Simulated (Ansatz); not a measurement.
Input file:

```
crystal:
  periodic: [false, false, false]
  atoms:
    - { symbol: In, position_ang: [-2.070043, -0.762475, 0.29259] }
    - { symbol: C, position_ang: [1.259208, 0.224047, 0.479196] }
    - { symbol: C, position_ang: [1.25362, -0.468115, -0.878621] }
    - { symbol: C, position_ang: [-1.963398, 1.285904, 0.305518] }
    - { symbol: H, position_ang: [0.333655, 0.772598, 0.657497] }
    - { symbol: Cl, position_ang: [-1.568578, -2.805985, 1.346404] }
    - { symbol: H, position_ang: [1.378785, -0.506118, 1.300038] }
    - { symbol: H, position_ang: [2.094713, 0.940281, 0.553864] }
    - { symbol: H, position_ang: [2.193796, -1.016063, -1.062769] }
    - { symbol: H, position_ang: [1.117476, 0.248023, -1.710261] }
    - { symbol: H, position_ang: [0.443473, -1.221858, -0.963863] }
    - { symbol: H, position_ang: [-1.484337, 1.597563, -0.645912] }
    - { symbol: H, position_ang: [-2.988469, 1.712297, 0.326319] }
magnetization:
  spin_polarized: true
basis:
  gaussian: { orbitals: def2-SVP }
hamiltonian:
  xc: pbe0
  dispersion: d4
relax:
  f_tol: 0.03
  max_steps: 50
output:
  orbitals: {}
```

Run with:

```sh
ansatz run input.yaml --threads 4 --pin off --max-ram 5120MiB --backend cpu --events-out ev --progress --plain --runs-dir out
```

The fields are those of the run's last geometry, not of the input's.

Core potentials replace the inner electrons of In.

Computed with Ansatz 0.2.0, UKS PBE0-D4/def2-SVP.

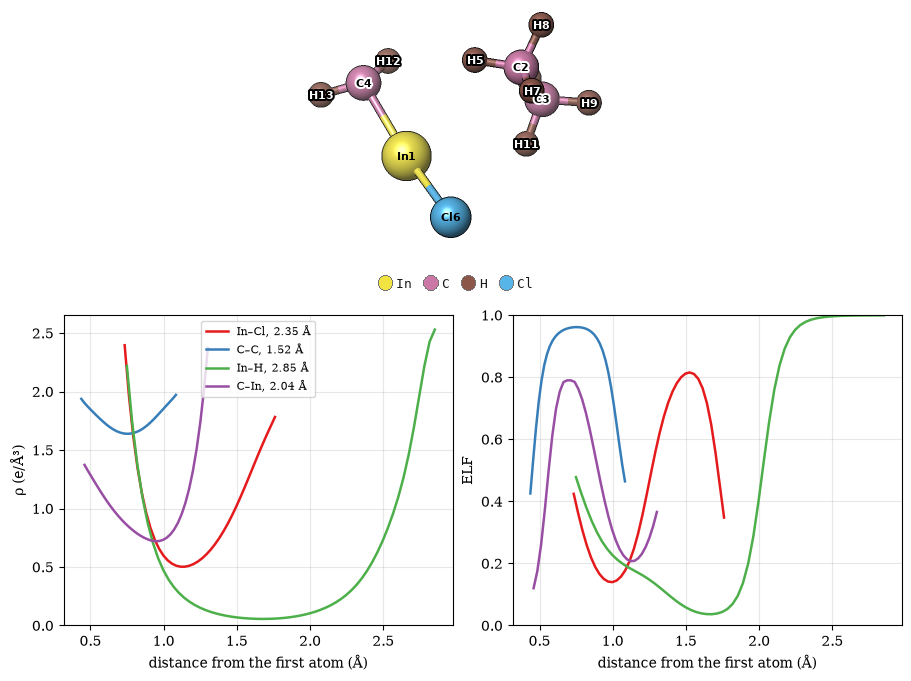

CH$_{2}$ClIn···C$_{2}$H$_{6}$. Electron density and ELF along straight lines between neighbouring atoms. The curves leave out the atomic cores. The structure is drawn too.

**Compare the contacts.**

In–Cl (2.35 Å): the density is about 0.51 e/Å³ at the midpoint; the ELF peaks at about 0.80 in the valence shell of Cl, 0.8 Å from its nucleus, and drops to about 0.15 between the two atoms.
C–C (1.52 Å): ρ at the midpoint is about 1.6 e/Å³; the ELF peaks at about 0.95 between the atoms; a covalent bond.
In1···H11 (2.85 Å): the density falls to about 0.06 e/Å³ on the way; the ELF dips to about 0.05 between them.
C–In (2.04 Å): ρ is about 0.75 e/Å³ halfway; the ELF peaks at about 0.80 in the valence shell of C, 0.7 Å from its nucleus, and is about 0.25 at the midpoint.
